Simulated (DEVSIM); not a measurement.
System: GaAs n-p junction from an implanted or diffused profile, at 300 K.

```
layer (left to right)  material  thickness (μm)  Na (cm⁻³)   τn (s)   τp (s)
---------------------  --------  --------------  ---------  -------  -------
1                          GaAs            20.0     1.1e15  8.1e-10  8.1e-10
```

Added donor profile: 4.8e15 cm⁻³ × exp(−(x − 0.072 μm)²/(2·(0.22 μm)²)). Left contact: ohmic. Right contact: ohmic. Voltage is applied to the left contact. Recombination: SRH at mid-gap, radiative. Mobility is μmin + (μ − μmin)/(1 + (N/Nref)^α).

Constants are typed, rounded textbook-type inputs, not results; the design itself was drawn at random and stands for no fabricated device. Values at 300 K.

```tsv
parameter	GaAs
gap (eV)	1.424
affinity (eV)	4.07
permittivity	12.9
Nc (cm⁻³)	4.7e17
Nv (cm⁻³)	9e18
μn (cm²/Vs)	8500
μp (cm²/Vs)	400
μn,min	500
μp,min	20
Nref,n	6e16
Nref,p	1.5e17
αn	0.39
αp	0.38
B (cm³/s)	2e-10
```

Model (solved in DEVSIM): 1D drift-diffusion, Boltzmann statistics, complete ionisation; no tunnelling, impact ionisation, image-force lowering or self-heating.

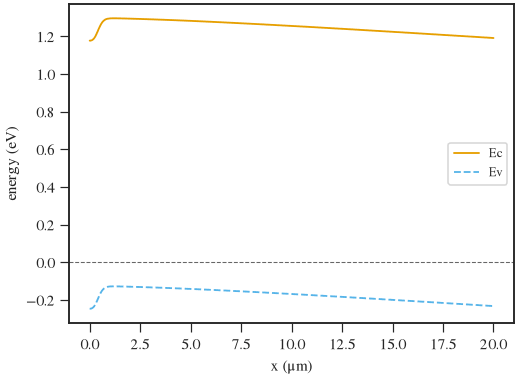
*Band edges at -1.05 V on the left contact*

Energies count from the Fermi level of the right contact; mesh points crowd at the junctions.

| x (μm) | Ec (eV) | Ev (eV) | n (cm⁻³) | p (cm⁻³) | field (V/cm) |
|---|---|---|---|---|---|
| 0.000 | 1.177 | -0.247 | 3.4e15 | < 1e2 | 57 |
| 0.02138 | 1.177 | -0.247 | 3.4e15 | 8.2e11 | 79 |
| 0.05386 | 1.178 | -0.246 | 3.4e15 | 2.1e12 | 180 |
| 0.09809 | 1.179 | -0.245 | 3.2e15 | 4.0e12 | 430 |
| 0.1922 | 1.186 | -0.238 | 2.4e15 | 9.6e12 | 1200 |
| 0.2952 | 1.203 | -0.221 | 1.3e15 | 2.4e13 | 2000 |
| 0.4460 | 1.239 | -0.185 | 3.1e14 | 1.1e14 | 2500 |
| 0.6572 | 1.279 | -0.145 | 6.5e13 | 5.6e14 | 1200 |
| 0.8200 | 1.291 | -0.133 | 3.9e13 | 9.1e14 | 410 |
| 0.9784 | 1.295 | -0.129 | 3.2e13 | 1.1e15 | 110 |
| 1.157 | 1.296 | -0.128 | 3.0e13 | 1.1e15 | ≈ 0 |
| 1.712 | 1.295 | -0.129 | 2.6e13 | 1.1e15 | -28 |
| 2.843 | 1.291 | -0.133 | 2.0e13 | 1.1e15 | -36 |
| 5.290 | 1.281 | -0.143 | 1.2e13 | 1.1e15 | -47 |
| 12.79 | 1.238 | -0.186 | 3.1e12 | 1.1e15 | -63 |
| 16.55 | 1.214 | -0.210 | 1.5e12 | 1.1e15 | -66 |
| 18.42 | 1.202 | -0.222 | 7.5e11 | 1.1e15 | -66 |
| 19.25 | 1.196 | -0.228 | 3.8e11 | 1.1e15 | -67 |
| 19.75 | 1.193 | -0.231 | 1.4e11 | 1.1e15 | -67 |
| 19.89 | 1.192 | -0.232 | 6.1e10 | 1.1e15 | -67 |
| 19.96 | 1.191 | -0.233 | 2.2e10 | 1.1e15 | -67 |
| 20.00 | 1.191 | -0.233 | < 1e2 | 1.1e15 | -67 |
